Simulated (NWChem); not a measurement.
**CH3NO (formaldoxime) at 3 levels**

Aim: a comparison of 3 runs (HF/3-21G, B3LYP/6-31G*, r2SCAN/def2-TZVP) of CH3NO (formaldoxime). 

Program for the calculation: NWChem 7.3.0.

### 1 The structure to begin with

CH3NO: 6 atoms, total charge 0, spin state singlet. SMILES: `C=NO`. Geometry: relaxed at PBE0-D4/def2-TZVP. This is one conformer, not always the lowest.

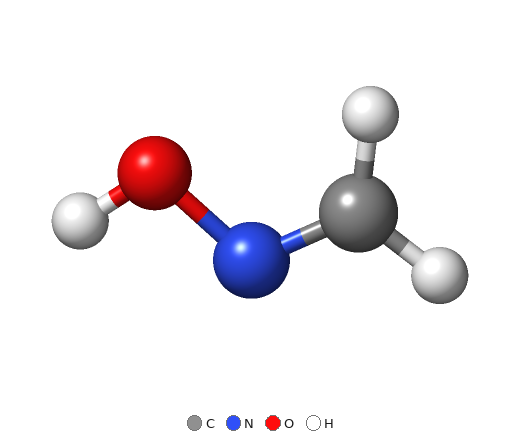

The structure, seen from a chosen angle (carbon grey, nitrogen blue, oxygen red, hydrogen white).

### 2 Energy and gradient at HF/3-21G (run 1)

Input file calc.xyz:

```xyz
6
CH3NO hf
C     -0.641460     0.275060    -0.529500
N     -0.060370    -0.588400     0.185960
O      1.092090    -0.094130     0.757850
H     -1.557810    -0.036720    -1.015390
H     -0.256650     1.285210    -0.662960
H      1.424190    -0.841030     1.264030
```

Input file calc.nw:

```
start calc
title "CH3NO hf"
memory total 2200 mb

geometry units angstroms noautosym nocenter noautoz
  load format xyz calc.xyz
end

basis spherical bse
  C library 3-21G
  N library 3-21G
  O library 3-21G
  H library 3-21G
end

scf
  thresh 1e-08
  maxiter 80
end

task scf gradient
```

Started as:

```
$ nwchem calc.nw > calc.out
```

What it wrote:

```text
[...]
  functions       =    33
[...]
  wavefunction    = RHF
[...]
         Total SCF energy =   -167.893940707126
      One-electron energy =   -370.340767972499
      Two-electron energy =    131.109065974074
 Nuclear repulsion energy =     71.337761291299
        Time for solution =      0.5s
[...]
                         RHF ENERGY GRADIENTS
    atom               coordinates                        gradient
                 x          y          z           x          y          z
   1 C      -1.212184   0.519788  -1.000610    0.002324   0.003059   0.000362
   2 N      -0.114083  -1.111915   0.351413    0.044080   0.004162   0.027531
   3 O       2.063751  -0.177880   1.432129   -0.036588  -0.012543  -0.019364
   4 H      -2.943834  -0.069391  -1.918809   -0.008107  -0.005885  -0.003098
   5 H      -0.484998   2.428695  -1.252813    0.004753   0.011440  -0.001251
   6 H       2.691329  -1.589316   2.388670   -0.006461  -0.000234  -0.004180
[...]
```

Wall time 1.3 s (1 thread of Intel Xeon Platinum 8223CL at 3.00GHz (Skylake/Cascade Lake), shared host); peak memory 0.1 GiB.

### 3 Energy and forces at B3LYP/6-31G(d) (Cartesian functions) (run 2)

Input file job.nw:

```
START job
memory stack 880 mb heap 220 mb global 1100 mb
charge 0

GEOMETRY units angstrom noautosym nocenter noautoz
  C       -0.641460       0.275060      -0.529500
  N       -0.060370      -0.588400       0.185960
  O        1.092090      -0.094130       0.757850
  H       -1.557810      -0.036720      -1.015390
  H       -0.256650       1.285210      -0.662960
  H        1.424190      -0.841030       1.264030
END

BASIS
  * library 6-31G*
END

DFT
  xc b3lyp
  mult 1
  grid xfine
  convergence energy 1e-08
  iterations 100
  mulliken
END

TASK dft gradient
```

Started as:

```
$ nwchem job.nw > job.out
```

What it wrote:

```text
[...]
          Wavefunction type:  closed shell.
          No. of atoms     :     6
          No. of electrons :    24
[...]
          Charge           :     0
          Spin multiplicity:     1
[...]
          AO basis - number of functions:    51
[...]
              XC Information
              --------------
                         B3LYP Method XC Potential
                     Hartree-Fock (Exact) Exchange  0.200
                        Slater Exchange Functional  0.800 local
                    Becke 1988 Exchange Functional  0.720 non-local
              Lee-Yang-Parr Correlation Functional  0.810
                  VWN I RPA Correlation Functional  0.190 local
[...]
 d= 0,ls=0.0,diis     1   -169.7635081524 -2.41D+02  1.43D-02  4.51D-01     1.7
[...]
 d= 0,ls=0.0,diis    10   -169.8077029438 -4.89D-09  9.29D-07  5.57D-09    13.9
         Total DFT energy =     -169.807702943823
      One electron energy =     -372.043323672121
           Coulomb energy =      152.880573191255
    Exchange-Corr. energy =      -21.982713754255
 Nuclear repulsion energy =       71.337761291299
[...]
      Total Density - Mulliken Population Analysis
     ---------------------------------------------
    Atom       Charge   Shell Charges
 -----------   ------   -------------------------------------------------------
    1 C    6     6.14   1.99  0.72  2.07  0.51  0.82  0.03
    2 N    7     7.10   1.99  0.85  2.31  0.89  1.04  0.02
    3 O    8     8.50   1.99  0.92  2.90  0.95  1.69  0.04
    4 H    1     0.84   0.53  0.31
    5 H    1     0.85   0.53  0.32
    6 H    1     0.58   0.48  0.10
[...]
  wavefunction    = closed shell
                         DFT ENERGY GRADIENTS
    atom               coordinates                        gradient
                 x          y          z           x          y          z
   1 C      -1.212184   0.519788  -1.000610    0.005790  -0.008905   0.007245
   2 N      -0.114083  -1.111915   0.351413    0.004251   0.016276  -0.003440
   3 O       2.063751  -0.177880   1.432129   -0.008991  -0.011712  -0.001445
   4 H      -2.943834  -0.069391  -1.918809    0.001500  -0.000523   0.001192
   5 H      -0.484998   2.428695  -1.252813    0.000269  -0.001737   0.000844
   6 H       2.691329  -1.589316   2.388670   -0.002818   0.006600  -0.004396
[...]
```

Run time: 18 s. Hardware: 1 thread of Intel Xeon Platinum 8223CL at 3.00GHz (Skylake/Cascade Lake), shared host; peak memory 0.13 GiB.

### 4 Energy and forces at r2SCAN/def2-TZVP (run 3)

Input file run.py:

```python
from ase import Atoms
from ase.calculators.nwchem import NWChem

system = Atoms('CNOHHH', positions=[
    [-0.641460, 0.275060, -0.529500],
    [-0.060370, -0.588400, 0.185960],
    [1.092090, -0.094130, 0.757850],
    [-1.557810, -0.036720, -1.015390],
    [-0.256650, 1.285210, -0.662960],
    [1.424190, -0.841030, 1.264030],
])

calc = NWChem(
    label='a',
    theory='dft',
    memory='2200 mb',
    basis='def2-TZVP',
    basispar='spherical bse',
    dft={'xc': 'r2scan', 'mult': '1', 'grid': 'fine', 'convergence': 'energy 1e-08', 'iterations': '100', 'mulliken': None},
)
system.calc = calc

forces = system.get_forces()
print(f"energy = {system.get_potential_energy():.6f} eV")
print("forces (eV/A):")
for s, f in zip(system.symbols, forces):
    print(f"{s:2s} {f[0]:10.5f} {f[1]:10.5f} {f[2]:10.5f}")
print("dipole (e A):", system.get_dipole_moment().round(4))
```

Started as:

```
$ export ASE_NWCHEM_COMMAND="nwchem PREFIX.nwi > PREFIX.nwo"
$ python run.py
```

What it wrote:

```text
energy = -4620.292874 eV
forces (eV/A):
C    -0.18106    0.27274   -0.22441
N    -0.30529   -0.52163   -0.00144
O     0.43657    0.37435    0.14480
H     0.00370   -0.01270    0.00730
H     0.00643    0.03625   -0.00962
H     0.03965   -0.14902    0.08341
dipole (e A): [ 0.0046  0.0248 -0.0065]
```

The calculator wrote a.nwi:

```
title "a"

permanent_dir a

scratch_dir a

start a

geometry units angstrom nocenter noautosym noautoz
  C  -6.4146000000000003e-01 2.7506000000000003e-01 -5.2949999999999997e-01
  N  -6.0370000000000000e-02 -5.8840000000000003e-01 1.8595999999999999e-01
  O  1.0920900000000000e+00 -9.4130000000000005e-02 7.5785000000000002e-01
  H  -1.5578099999999999e+00 -3.6720000000000003e-02 -1.0153900000000000e+00
  H  -2.5664999999999999e-01 1.2852100000000000e+00 -6.6295999999999999e-01
  H  1.4241900000000001e+00 -8.4103000000000006e-01 1.2640300000000000e+00
end

memory 2200 mb

basis spherical bse noprint
   * library def2-TZVP
end

dft
  xc r2scan
  mult 1
  grid fine
  convergence energy 1e-08
  iterations 100
  mulliken
end

task dft gradient
```

a.nwo (excerpt; [...] marks lines left out):

```text
[...]
         Total DFT energy =     -169.792632757937
[...]
  wavefunction    = closed shell
                         DFT ENERGY GRADIENTS
    atom               coordinates                        gradient
                 x          y          z           x          y          z
   1 C      -1.212184   0.519788  -1.000610    0.003521  -0.005304   0.004364
   2 N      -0.114083  -1.111915   0.351413    0.005937   0.010144   0.000028
   3 O       2.063751  -0.177880   1.432129   -0.008490  -0.007280  -0.002816
   4 H      -2.943834  -0.069391  -1.918809   -0.000072   0.000247  -0.000142
   5 H      -0.484998   2.428695  -1.252813   -0.000125  -0.000705   0.000187
   6 H       2.691329  -1.589316   2.388670   -0.000771   0.002898  -0.001622
[...]
```

Wall time 48 s (1 thread of Intel Xeon Platinum 8223CL at 3.00GHz (Skylake/Cascade Lake), shared host); peak memory 0.13 GiB.

### 5 The series

| run | level | Cartesian functions | iteration cap | energy (Eh) | dipole moment (D) | HOMO energy (eV) | LUMO energy (eV) | wall time |
| --- | --- | --- | --- | --- | --- | --- | --- | --- |
| 1 | HF/3-21G | no | 80 | -167.893941 | 0.36 | -10.79 | 4.72 | 1.3 s |
| 2 | B3LYP/6-31G* (Cartesian functions) | yes | 100 | -169.807703 | 0.03 | -7.18 | 0.07 | 18 s |
| 3 | r2SCAN/def2-TZVP | no | 100 | -169.792633 | 0.13 | -6.67 | -1.10 | 48 s |

### 6 What came out

| quantity | value |
| --- | --- |
| run 3: total energy | -169.79263 Eh |
| run 3: dipole moment | 0.13 D |
| run 3: HOMO energy | -6.67 eV |
| run 3: LUMO energy | -1.10 eV |
| run 3: HOMO–LUMO gap | 5.57 eV |
| run 3: largest force on an atom | 0.604 eV/Å |

In words: The dipole moment (its size) runs from 0.03 D (B3LYP/6-31G*) to 0.36 D (HF/3-21G). The two ends differ in method and basis. The HOMO–LUMO gap runs from 5.57 eV (r2SCAN/def2-TZVP) to 15.51 eV (HF/3-21G). Totals of different functionals can't be ranked against each other. All runs together took 67 s, the longest 48 s.
